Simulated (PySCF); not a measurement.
# NMR shielding calculation of C7H14OS2

System: C7H14OS2.
Method: GIAO PBE0/6-31G* NMR shielding, non-relativistic, gas phase (PySCF 2.14.0).

The geometry comes from this level: GFN2-xTB. Figures and captions count atoms from 1; the log counts them from 0 in places.

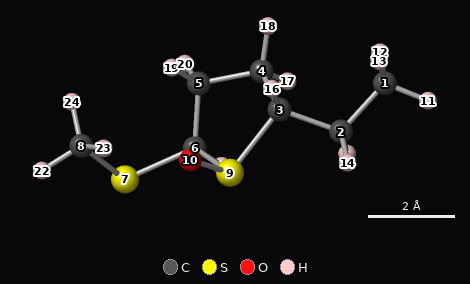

*The structure as given in the input (ball-and-stick view, seen at a tilt; atoms are numbered from 1 in the order of the input).*

Bond lengths as drawn: C–C 1.51 to 1.53 Å, C–H 1.08 to 1.09 Å, C–S 1.81 to 1.87 Å and O–S 1.47 Å.

Results in brief

| quantity | value |
| --- | --- |
| outcome | converged |
| total energy | −1146.007468 hartree |
| HOMO | −6.01 eV |
| LUMO | 0.75 eV |
| dipole moment | 3.72 D |
| isotropic shielding, C | 120.3 to 184.6 ppm |
| isotropic shielding, S | 157.4 to 588.4 ppm |
| isotropic shielding, O | 287.8 ppm |
| isotropic shielding, H | 28.4 to 31.5 ppm |
| hardware | 1 CPU thread, shared host |
| wall time | 37 s |
| peak memory | 0.93 GiB |

Input
```
{"job": {"xc": "PBE0", "basis": "6-31G*", "kind": "nmr", "pop": false}, "charge": 0, "multiplicity": 1}
C     -3.407140     0.657049     0.347846
C     -2.333237    -0.080532    -0.446369
C     -0.933587     0.423121    -0.132395
C     -0.464793     0.140355     1.293071
C      1.029792    -0.155559     1.240651
C      1.183139    -1.156055     0.117900
S      2.853736    -1.710631    -0.286108
C      3.744706    -0.145083    -0.527990
S      0.269941    -0.381277    -1.319593
O      1.095768     0.724898    -1.813256
H     -4.393420     0.286325     0.080980
H     -3.265829     0.515448     1.416368
H     -3.371892     1.722683     0.133979
H     -2.523193     0.050991    -1.514046
H     -2.386765    -1.150485    -0.229421
H     -0.844752     1.484446    -0.373336
H     -0.990612    -0.732719     1.687764
H     -0.672546     0.988184     1.946704
H      1.581369     0.753648     0.992588
H      1.405166    -0.548932     2.186630
H      0.633065    -2.076092     0.321223
H      4.679028    -0.407040    -1.013250
H      3.156444     0.499609    -1.171517
H      3.943877     0.317410     0.434685
```

The first line tells a small driver script what to run in PySCF; the rest is the geometry in Å.

Launched with:
```bash
OMP_NUM_THREADS=1 python <driver script> task.json out
```

What the program printed
```
coarse grid: 20616 points
cycle   1  E = -1145.9388448781  dE =  1.482e+00  |g| = 9.004e-01  |ddm| = 4.689e+00
cycle   2  E = -1145.1508027520  dE =  7.880e-01  |g| = 2.117e+00  |ddm| = 4.285e+00
cycle   3  E = -1146.0975100690  dE = -9.467e-01  |g| = 2.592e-01  |ddm| = 3.592e+00
cycle   4  E = -1146.1121156681  dE = -1.461e-02  |g| = 1.126e-01  |ddm| = 4.584e-01
cycle   5  E = -1146.1152246564  dE = -3.109e-03  |g| = 2.686e-02  |ddm| = 1.648e-01
cycle   6  E = -1146.1154196217  dE = -1.950e-04  |g| = 6.148e-03  |ddm| = 4.325e-02
cycle   7  E = -1146.1154287826  dE = -9.161e-06  |g| = 1.512e-03  |ddm| = 7.431e-03
final grid: 188368 points
cycle   8  E = -1146.0074156524  dE = -3.931e-05  |g| = 1.410e-02  |ddm| = 4.201e-02
cycle   9  E = -1146.0073514375  dE =  6.421e-05  |g| = 2.160e-02  |ddm| = 4.174e-02
cycle  10  E = -1146.0074643772  dE = -1.129e-04  |g| = 4.013e-03  |ddm| = 2.985e-02
cycle  11  E = -1146.0074677954  dE = -3.418e-06  |g| = 3.740e-04  |ddm| = 4.810e-03
cycle  12  E = -1146.0074678267  dE = -3.124e-08  |g| = 1.330e-04  |ddm| = 6.621e-04
cycle  13  E = -1146.0074678306  dE = -3.879e-09  |g| = 4.318e-05  |ddm| = 1.810e-04
cycle  14  E = -1146.0074678310  dE = -4.616e-10  |g| = 6.760e-06  |ddm| = 5.708e-05
```

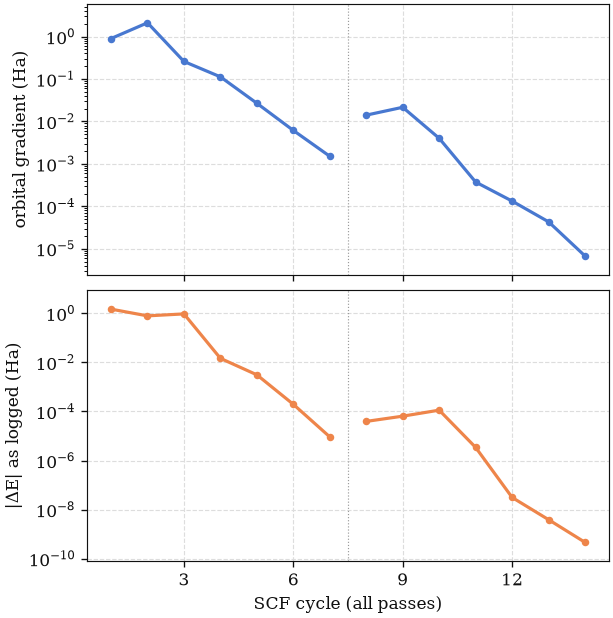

*Convergence of the self-consistent field: orbital gradient and size of the energy change against the SCF cycle. The dotted line marks the change from a coarse to the final integration grid.*

The first 7 cycles use a coarse grid, the final grid takes over at cycle 8, and the field converges after 14 cycles in all.

```
converged SCF energy = -1146.0074678310

GIAO shielding tensors (ppm)
atom      isotropic    diamagn.    paramagn.     s11        s22        s33       span
  0 C      182.347     245.955     -63.608    171.419    179.619    196.002     24.583
  1 C      167.901     244.860     -76.959    162.641    163.778    177.285     14.644
  2 C      120.274     253.483    -133.209     81.175    109.562    170.085     88.910
  3 C      163.487     247.136     -83.649    149.374    165.424    175.663     26.289
  4 C      162.775     249.664     -86.890    123.918    175.487    188.919     65.001
  5 C      131.831     257.297    -125.466    105.939    139.529    150.025     44.086
  6 S      588.364    1054.535    -466.171    440.035    546.439    778.618    338.583
  7 C      184.571     253.360     -68.788    173.419    182.356    197.938     24.519
  8 S      157.419    1053.185    -895.766     11.099    128.993    332.165    321.066
  9 O      287.838     395.377    -107.539     65.199    283.017    515.299    450.101
 10 H       31.196      28.211       2.984     26.478     28.439     38.670     12.192
 11 H       31.439      29.276       2.163     26.456     31.703     36.158      9.703
 12 H       31.491      29.102       2.389     27.334     29.662     37.476     10.142
 13 H       29.984      30.529      -0.546     24.217     30.327     35.407     11.190
 14 H       31.166      31.310      -0.144     26.229     32.032     35.236      9.007
 15 H       29.679      33.540      -3.861     26.882     29.507     32.648      5.765
 16 H       31.135      32.978      -1.842     25.776     31.517     36.113     10.338
 17 H       29.764      31.639      -1.876     24.688     28.998     35.605     10.917
 18 H       28.959      33.440      -4.481     24.622     29.239     33.017      8.394
 19 H       30.122      31.721      -1.599     24.413     29.512     36.442     12.030
 20 H       29.927      32.592      -2.664     25.402     30.957     33.424      8.022
 21 H       31.167      29.146       2.021     26.050     28.044     39.407     13.357
 22 H       28.392      29.860      -1.468     18.996     31.089     35.090     16.094
 23 H       30.269      30.628      -0.359     25.202     28.911     36.694     11.492
```

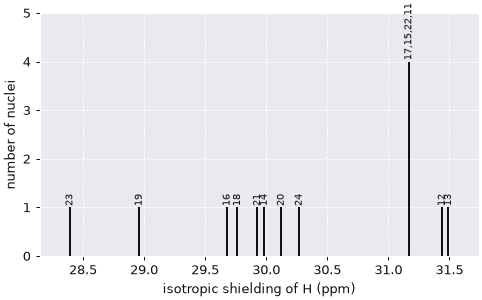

*Isotropic shieldings of the hydrogen nuclei in this fixed geometry, labelled by atom number; shielding grows to the right, so chemical shift grows to the left.*

The least shielded is H23 (28.4 ppm), the most shielded H13 (31.5 ppm).
